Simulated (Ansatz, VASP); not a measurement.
# CuI (Marshite): VASP beside Ansatz

One calculation is typed for both programs; each brings its own data sets and cutoff. How far apart do they land?

Program: Ansatz 0.2.0. Level of theory: plane waves, with VASP 6.6.1 beside it; band structure at HSE03. Results are calculated unless marked as measured.

The database entry behind the starting cell differs from later determinations by our own check (about 0.15 % long (mineral sample)), so it need not match the best structure at ambient conditions.

### 1. Set-up

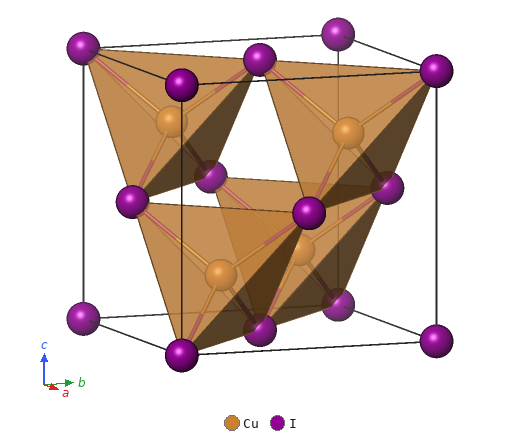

Start, viewed slightly off an axis; copper orange, iodine purple. This picture shows the conventional cell, with its axes. Bonds to atoms that aren't drawn are left out. Some periodic images of atoms are drawn too.

### 2. Ansatz: band structure, HSE03

Ansatz runs on its default PAW (the set named soft_2) files.

The same path points are solved in both programs, so levels can be compared one by one.

The input, input.yaml:

```yaml
crystal:
  lattice:
    - [0.0, 3.0315, 3.0315]
    - [3.0315, 0.0, 3.0315]
    - [3.0315, 3.0315, 0.0]
  atoms:
    - { symbol: Cu, position: [0.25, 0.25, 0.25] }
    - { symbol: I, position: [0.0, 0.0, 0.0] }
hamiltonian:
  xc: { exchange: pbe, correlation: pbe, exx: { coeff: 0.25, omega: 0.3 } }
  pseudopotentials: { kind: paw }
kpoints:
  mp_grid: { grid: [4, 4, 4] }
  band_path:
    path:
      - [0.0, 0.0, 0.0]
      - [0.5, 0.0, 0.5]
      - [0.5, 0.2, 0.7]
      - [0.4, 0.35, 0.75]
      - [0.15, 0.15, 0.3]
      - [0.2, 0.2, 0.2]
      - [0.55, 0.4, 0.55]
      - [0.6, 0.25, 0.65]
      - [0.5, 0.25, 0.75]
      - [0.5, 0.5, 0.5]
      - [0.375, 0.375, 0.75]
      - [0.5, 0.0, 0.5]
    npoints: 1
scf:
  occupations: { method: gaussian, width: 0.02 }
  n_extra_bands: 7
output:
  forces: true
  stress: true
  eigenvalues: true
  write_density: true
  write_potential: true
  elf: true
  volumetric_format: npy
```

Command:

```sh
$ ansatz run input.yaml --threads 4 --pin off --max-ram 9216MiB --backend cpu --events-out ev --progress --plain --runs-dir out
```

Numbers of over 12 decimals in the logs are rounded to 6 here.

Output:

```text
Warning: output.stress: scf.convergence.dr2_threshold = 1e-7 eV (the SCF's general default) is looser than the 2e-10 eV advised for a printed stress (1e-10 eV for each atom of the cell: 2). What an SCF threshold leaves in a stress goes as its square root, and in the free energy as the threshold itself, and one threshold admits the most on a small cell: [figures from the program's tests cut] Set scf.convergence.dr2_threshold to 2e-10 eV or tighter. The threshold is an SCF's pass mark: one that does not reach it within its budget of iterations ends unconverged, or closes short of it on a stop that the run arms, and scf.convergence.dr2_threshold's page says what that costs each kind of run
Warning: output.stress: scf.exx.energy_threshold = 1e-6 eV is looser than the 2e-8 eV advised for a stress under a hybrid functional (1e-8 eV for each atom of the cell: 2). Every SCF of the exchange loop can meet its threshold on dr2 while the loop round them stops early: no threshold on dr2 bounds what that leaves in the stress. Set scf.exx.energy_threshold to 2e-8 eV or tighter. The threshold is the loop's pass mark: a loop that does not reach it within its budget of cycles ends unconverged, and scf.exx.energy_threshold's page has the law
scf.n_extra_bands = 7 over 18 filled bands (N_el = 36.0): the run solves 25 bands
Engine: ansatz 0.2.0, aarch64-unknown-linux-gnu
Pseudopotentials: kind: paw
Pseudopotential: Cu, paw, valence charge 19, recommended cutoff 420 eV (normal), Cu.paw.azcp
Pseudopotential: I, paw, valence charge 17, recommended cutoff 420 eV (normal), I.paw.azcp
Functional definition: unnamed
  parameter a_1 = 0.25
  parameter omega_1 = 0.3/angstrom
  exchange = pbe_x + (-a_1)*pbe_x_sr(omega_1) + a_1*exact_x_sr(omega_1)
  correlation = pbe_c
Crystal: 2 atoms, lattice volume = 55.719 Å³
Basis set: ecut = 420 eV, 1067 PW (Γ), exchange–correlation on 60×60×60 points (8 copies of the dense FFT grid, shifted against one another)
Bands: 25, of which v1, the nominal top of the filled ones, is band 18 counted from 1 (17 counted from 0)
Symmetry: 24 space group operations
Space group: F-43m (ITA 216), of the structure as read, at distance tolerance 3.8e-5 Å
k-points: 8 of 64 (time reversal used)
Non-local potential: Cu, projectors of the file, l = 0: 3, l = 1: 2, l = 2: 3, l = 3: 1
Non-local potential: I, projectors of the file, l = 0: 2, l = 1: 2, l = 2: 2, l = 3: 2
PAW form: soft (Blöchl's): semilocal exchange-correlation on the pseudo side does not see the compensation charge
PAW frozen core: Cu, regenerated for the run's functional, and the local potential with it (the file was generated under x = pbe(κ = 0.804, μ = 0.219515), c = pbe(β = 0.066725))
PAW frozen core: I, regenerated for the run's functional, and the local potential with it (the file was generated under x = pbe(κ = 0.804, μ = 0.219515), c = pbe(β = 0.066725))
PAW one-centre angular grid: Cu, 590 points (default); XC on 64 Gauss nodes
PAW one-centre angular grid: I, 590 points (default); XC on 96 Gauss nodes
Initial density: superposition of atomic densities (neutral atoms: chi_scale 0, normalization atom), corrected by the library's trained network
Initial wavefunctions: pseudopotential atomic-orbital guess
Functional: x = pbe(κ = 0.804, μ = 0.219515), c = pbe(β = 0.066725), warm-up for x = pbe(κ = 0.804, μ = 0.219515) + 0.25 (exact − pbe) at short range (hse, ω = 0.3 Å⁻¹), c = pbe(β = 0.066725)
SCF iter   1: F=—  HF=-14138.332159 eV  |F-HF|=—  |Δ(HF+E_count)|=         —  Δρ=7.36e-4  dr2=1.80e-4  ethr=1.77e-3  ⟨swp⟩=12.4  Hψ=1000  notcnv=0
preconditioner: auto → none  [insulator: Δε(μ)=1.128 eV  Ē_g=11.145 eV  σ=0.020 eV  W_gap=1.00  n_scr=14 (ndim 8)  ℏωp=21.1 eV  f_vac=0.179  D(μ)=0.00/eV (n_scr^D=0)]
SCF iter   2: F=-14138.332343 eV  HF=-14138.332453 eV  |F-HF|=1.10e-4  |Δ(HF+E_count)|=   2.94e-4  Δρ=4.64e-4  dr2=8.31e-5  ethr=5.01e-7  ⟨swp⟩=4.5  Hψ=724  notcnv=0
SCF 1 stopped early in 2 iterations: F = -14138.332343 eV  dr2 = 8.31e-5
  greatest PAW one-centre occupation: 1.000 electrons in one spin orbital (limit 2), on the Cu atom at site 0 (counted from 0), in its partial waves of l = 0
Initial density: handed on by an earlier stage of this run
Initial wavefunctions: those handed on with the density
Functional: x = pbe(κ = 0.804, μ = 0.219515) + 0.25 (exact − pbe) at short range (hse, ω = 0.3 Å⁻¹), c = pbe(β = 0.066725)
Exchange kernel: α = 0.2500, screened, ω = 0.3000 Å⁻¹, Wigner–Seitz truncation, v(0) = 502.5522 eV·Å³, q-mesh 4×4×4, nearest image of the exchange supercell L = 17.15 Å, pair-density grid 18×18×18, without the augmentation charges, whose exchange is taken in its separable form by FFT convolution over the k-point mesh (sized by the pseudopotential files, 24×24×24 at the most), smooth part of the exact exchange by density-matrix convolution
Frozen-core exchange: fock
SCF iter   1: F=—  HF=-14142.434749 eV  |F-HF|=—  |Δ(HF+E_count)|=         —  Δρ=3.25e-2  dr2=4.01e-1  ethr=2.31e-6  ⟨swp⟩=5.8  Hψ=908  notcnv=0
preconditioner: auto → none  [insulator: Δε(μ)=2.668 eV  Ē_g=13.130 eV  σ=0.020 eV  W_gap=1.00  n_scr=14 (ndim 8)  ℏωp=21.1 eV  f_vac=0.179  D(μ)=0.00/eV (n_scr^D=0)]
SCF iter   2: F=—  HF=-14142.451317 eV  |F-HF|=—  |Δ(HF+E_count)|=   1.66e-2  Δρ=2.87e-2  dr2=3.22e-1  ethr=2.31e-6  ⟨swp⟩=5.5  Hψ=770  notcnv=0
SCF iter   3: F=—  HF=-14142.353876 eV  |F-HF|=—  |Δ(HF+E_count)|=   9.74e-2  Δρ=5.89e-3  dr2=1.39e-2  ethr=2.31e-6  ⟨swp⟩=5.2  Hψ=727  notcnv=0
SCF iter   4: F=—  HF=-14142.363364 eV  |F-HF|=—  |Δ(HF+E_count)|=   9.49e-3  Δρ=2.33e-3  dr2=2.19e-3  ethr=2.31e-6  ⟨swp⟩=4.2  Hψ=570  notcnv=0  defer=1
iter 5 solved again at ethr=3.36e-8 eV; its pass at ethr=2.31e-6 eV (dr2=1.21e-5 eV) is discarded
SCF iter   5: F=—  HF=-14142.362973 eV  |F-HF|=—  |Δ(HF+E_count)|=   3.91e-4  Δρ=1.49e-4  dr2=3.01e-5  ethr=3.36e-8  ⟨swp⟩=3.4  Hψ=851  notcnv=0
SCF iter   6: F=—  HF=-14142.363151 eV  |F-HF|=—  |Δ(HF+E_count)|=   1.78e-4  Δρ=2.65e-4  dr2=3.53e-5  ethr=3.36e-8  ⟨swp⟩=4.1  Hψ=530  notcnv=0  defer=1
SCF iter   7: F=-14142.363139 eV  HF=-14142.363140 eV  |F-HF|=5.50e-7  |Δ(HF+E_count)|=   1.16e-5  Δρ=3.17e-5  dr2=9.40e-7  ethr=3.36e-8  ⟨swp⟩=4.0  Hψ=446  notcnv=0
SCF 2 stopped early in 7 iterations: F = -14142.363139 eV  dr2 = 9.40e-7
  greatest PAW one-centre occupation: 1.000 electrons in one spin orbital (limit 2), on the Cu atom at site 0 (counted from 0), in its partial waves of l = 1
hybrid outer 1: dexx = +1.212e-2 eV, tail = 7.66e-5 eV
Exchange kernel: α = 0.2500, screened, ω = 0.3000 Å⁻¹, Wigner–Seitz truncation, v(0) = 502.5522 eV·Å³, q-mesh 4×4×4, nearest image of the exchange supercell L = 17.15 Å, pair-density grid 18×18×18, without the augmentation charges, whose exchange is taken in its separable form by FFT convolution over the k-point mesh (sized by the pseudopotential files, 24×24×24 at the most), smooth part of the exact exchange by density-matrix convolution
Frozen-core exchange: fock
SCF iter   1: F=—  HF=-14142.362934 eV  |F-HF|=—  |Δ(HF+E_count)|=         —  Δρ=1.33e-4  dr2=5.45e-6  ethr=1.06e-6  ⟨swp⟩=4.9  Hψ=460  notcnv=0
preconditioner: auto → none  [insulator: Δε(μ)=2.431 eV  Ē_g=12.756 eV  σ=0.020 eV  W_gap=1.00  n_scr=14 (ndim 8)  ℏωp=21.1 eV  f_vac=0.185  D(μ)=0.00/eV (n_scr^D=0)]
SCF iter   2: F=—  HF=-14142.362934 eV  |F-HF|=—  |Δ(HF+E_count)|=   4.66e-7  Δρ=2.17e-5  dr2=1.51e-7  ethr=1.34e-8  ⟨swp⟩=4.0  Hψ=485  notcnv=0
SCF iter   3: F=—  HF=-14142.362934 eV  |F-HF|=—  |Δ(HF+E_count)|=   3.34e-7  Δρ=5.95e-6  dr2=3.23e-8  ethr=3.15e-10  ⟨swp⟩=3.9  Hψ=505  notcnv=0  defer=4
SCF iter   4: F=-14142.362934 eV  HF=-14142.362934 eV  |F-HF|=2.32e-9  |Δ(HF+E_count)|=   1.19e-8  Δρ=1.50e-6  dr2=2.19e-9  ethr=7.91e-11  ⟨swp⟩=3.2  Hψ=398  notcnv=0  defer=1
SCF 3 converged in 4 iterations: F = -14142.362934 eV  dr2 = 2.19e-9
  Residual-converged pass: ⟨swp⟩=3.6  Hψ=470  notcnv=0  max |occ|·‖R‖ = 2.2e-6 eV (tolerance 2.4e-6 eV)  dr2=2.13e-9  dr2_onsite=2.49e-9  max |Δocc| = 0.0e0
hybrid outer 2: dexx = +4.159e-7 eV, tail = 5.28e-8 eV, Δε = 6.94e-3 eV (about 2.76e-4 eV left of the loop's levels)
NSCF: frozen V_eff on 12 k-points
hybrid SCF converged: 2 outer / 11 inner (+2 warm-up), last move |dexx| = 4.16e-7 eV, tail = 5.28e-8 eV
Stability not checked: this state was not tested for a lower state beside it, because the functional holds exact exchange (a hybrid, or Hartree-Fock), whose exchange loop this test does not read (fock_operator; see scf.lower_state_search)
Free energy (F): -14142.362934 eV
Frozen-core exchange: fock
Harris-Foulkes:  -14142.362934 eV  (|F-HF|=2.32e-9)
Internal energy: -14142.362934 eV  (E = F + TS)
E sigma→0 (E₀):  -14142.362934 eV
Fermi energy:    8.517350 eV
--- Per-component energies (eV) ---
  E_band       = -954.040948
  E_kinetic    = 490.157877
  E_local      = -7649.398672  (includes V_loc(G=0)·N_el)
  E_nonlocal   = 324.280918
  E_hartree    = 3567.498298
  E_xc         = -175.855927
  E_vxc        = -194.766310  (∫ρ·V_xc dr)
  E_exx        = -153.451260  (= α·E_x^exact, valence–valence)
  E_paw        = -6390.878147  (= ΣΔE_a)
  E_vpaw       = -752.412006  (= ΣTr[D̂ρ^β])
  E_aug_tail   = 0.000302  (compensation charges beyond the density's cutoff)
  E_ewald      = -4154.131452
  E_core_change = -0.584860  (= ΣΔE_core)
  E_smearing   = -0.000000  (= −TS)
  E_closure    = -0.000012  (closes the sum)
  Σ components = -14142.362934   (vs F -14142.362934, Δ=0.00e0)
--- Forces (eV/Å), atoms counted from 1 ---
  atom   1  Cu    -0.00000000     0.00000000    -0.00000000
  atom   2  I      0.00000000     0.00000000     0.00000000
  max |Σ_I F_I| component: 3.93e-17 eV/Å
--- Stress (GPa, compression-positive) ---
        0.887871      -0.000000      -0.000000
        0.000000       0.887871       0.000000
       -0.000000       0.000000       0.887871
  P = ⅓ Tr σ = 0.8879 GPa (8.879 kbar)
--- Band table (eV; the first three rows and the last of 8) ---
  k-point 0: bands = [... 14 lower, 4.8590, 7.3010, 7.3010, 7.3010, 9.7334, 13.4181, 13.4181, 13.4181, ... 3 higher]
  k-point 1: bands = [... 14 lower, 4.8505, 5.6721, 6.8740, 6.8740, 10.8618, 13.9890, 13.9890, 14.0057, ... 3 higher]
  k-point 2: bands = [... 14 lower, 4.8830, 4.9360, 6.4817, 6.4817, 10.7107, 13.9176, 13.9176, 15.8820, ... 3 higher]
  k-point 7: bands = [... 14 lower, 4.9576, 4.9704, 5.1008, 5.6428, 12.9916, 13.2216, 14.6192, 14.8144, ... 3 higher]
```

Run time: 24 s. Hardware: 4 threads of Arm Neoverse V1, shared host; peak memory 0.81 GiB.

### 3. VASP: band structure, HSE03

The same cell, functional, mesh and smearing now go to VASP, with its own data sets and cutoff.

Lines of VASP's logs that name or quote its potential files are left out, and so is its time.

The input, INCAR:

```
SYSTEM = CuI
PREC = Accurate
ENCUT = 400
EDIFF = 1E-06
NELM = 100
ISMEAR = 0
SIGMA = 0.02
LREAL = .FALSE.
ALGO = Normal
LHFCALC = .TRUE.
AEXX = 0.25
GGA = PE
HFSCREEN = 0.3
LASPH = .TRUE.
NBANDS = 15
PRECFOCK = Fast
LORBIT = 11
LWAVE = .FALSE.
LCHARG = .FALSE.
KPAR = 4
```

The input, POSCAR:

```
CuI
1.0
    0.0000000000      3.0315000000      3.0315000000
    3.0315000000      0.0000000000      3.0315000000
    3.0315000000      3.0315000000      0.0000000000
Cu I
1 1
Direct
    0.2500000000      0.2500000000      0.2500000000
    0.0000000000      0.0000000000      0.0000000000
```

The input, KPOINTS:

```
Automatic mesh
0
Gamma
4 4 4
0 0 0
```

The input, KPOINTS_OPT:

```
Line mode
6
Line-mode
Reciprocal
  0.00000000   0.00000000   0.00000000 GAMMA
  0.50000000   0.00000000   0.50000000 X

  0.50000000   0.00000000   0.50000000 X
  0.50000000   0.25000000   0.75000000 W

  0.50000000   0.25000000   0.75000000 W
  0.37500000   0.37500000   0.75000000 K

  0.37500000   0.37500000   0.75000000 K
  0.00000000   0.00000000   0.00000000 GAMMA

  0.00000000   0.00000000   0.00000000 GAMMA
  0.50000000   0.50000000   0.50000000 L

  0.50000000   0.50000000   0.50000000 L
  0.62500000   0.25000000   0.62500000 U

  0.62500000   0.25000000   0.62500000 U
  0.50000000   0.25000000   0.75000000 W

  0.50000000   0.25000000   0.75000000 W
  0.50000000   0.50000000   0.50000000 L

  0.50000000   0.50000000   0.50000000 L
  0.37500000   0.37500000   0.75000000 K

  0.62500000   0.25000000   0.62500000 U
  0.50000000   0.00000000   0.50000000 X
```

Potentials, in the order of the species: Cu and I (PBE family, release 64).

Command:

```sh
$ mpirun -np 4 vasp_std
```

Output:

```text
[banner, memory and clock lines left out]
running    4 mpi-ranks, on    1 nodes
 distrk:  each k-point on    1 cores,    4 groups
 distr:  one band on    1 cores,    1 groups

 POSCAR found type information on POSCAR CuI
 POSCAR found :  2 types and       2 ions
 LDA part: xc-table for (Slater+PW92), standard interpolation
 found WAVECAR, reading the header
 POSCAR, INCAR and KPOINTS ok, starting setup
 FFT: planning ... GRIDC
 FFT: planning ... GRID_SOFT
 FFT: planning ... GRID
 reading WAVECAR
 the WAVECAR file was read successfully
 initial charge from wavefunction
 entering main loop
       N       E                     dE             d eps       ncg     rms          rms(c)
DAV:   1    -0.630478617194E+01   -0.63048E+01   -0.69210E-01   329   0.315E+01    0.266E+00
DAV:   2    -0.622971264916E+01    0.75074E-01   -0.62789E-01   296   0.291E+01    0.250E+00
DAV:   3    -0.623816207547E+01   -0.84494E-02   -0.34796E-02   353   0.310E+00    0.163E+00
DAV:   4    -0.623772943963E+01    0.43264E-03   -0.50154E-03   324   0.230E+00    0.994E-01
DAV:   5    -0.623763531066E+01    0.94129E-04   -0.11539E-03   388   0.859E-01    0.695E-01
DAV:   6    -0.623760866422E+01    0.26646E-04   -0.33359E-05   395   0.786E-02    0.409E-01
DAV:   7    -0.623759432750E+01    0.14337E-04   -0.10600E-05   324   0.924E-02    0.237E-01
DAV:   8    -0.623759012272E+01    0.42048E-05   -0.26663E-06   282   0.241E-02    0.136E-01
DAV:   9    -0.623758896418E+01    0.11585E-05   -0.75137E-07   211   0.122E-02    0.796E-02
DAV:  10    -0.623758854410E+01    0.42008E-06   -0.54311E-07   204   0.829E-03
   1 F= -.62375885E+01 E0= -.62375885E+01  d E =-.353322E-17
 Start KPOINTS_OPT (optional k-point list driver)
k-point batch [1-8\60]
       N       E                     dE             ncg
DAV:   1     0.883860584493E+03   -0.18150E+04      240
DAV:   2     0.172744680725E+02   -0.86659E+03      240
DAV:   3    -0.465614194125E+02   -0.63836E+02      331
DAV:   4    -0.488510184437E+02   -0.22896E+01      310
DAV:   5    -0.489354961820E+02   -0.84478E-01      394
DAV:   6    -0.489369730668E+02   -0.14769E-02      353
DAV:   7    -0.489369916309E+02   -0.18564E-04      394
DAV:   8    -0.489369918530E+02   -0.22203E-06      274
[...]
k-point batch [57-60\60]
       N       E                     dE             ncg
DAV:   1     0.252049349358E+04   -0.17343E+04      120
DAV:   2     0.210831547503E+04   -0.41218E+03      120
DAV:   3     0.207962910512E+04   -0.28686E+02      176
DAV:   4     0.207873222364E+04   -0.89688E+00      169
DAV:   5     0.207869622857E+04   -0.35995E-01      201
DAV:   6     0.207869577907E+04   -0.44950E-03      169
DAV:   7     0.207869577254E+04   -0.65338E-05      208
DAV:   8     0.207869577245E+04   -0.92039E-07      144
```

(Part 1 of 2 ends here.)

[Lines on the potential files, build, host, timing and source positions are cut from VASP's logs without a mark.]

[Logs are printed without paths, hosts, clocks, repeated set-up lines and the standing remarks that a program may print on its own settings, such as how far it seeks lower states.]

[Hosts, paths, dates, database ids (printed as entryN), source tags and the programs' standing remarks are cut or masked in the printed files.]
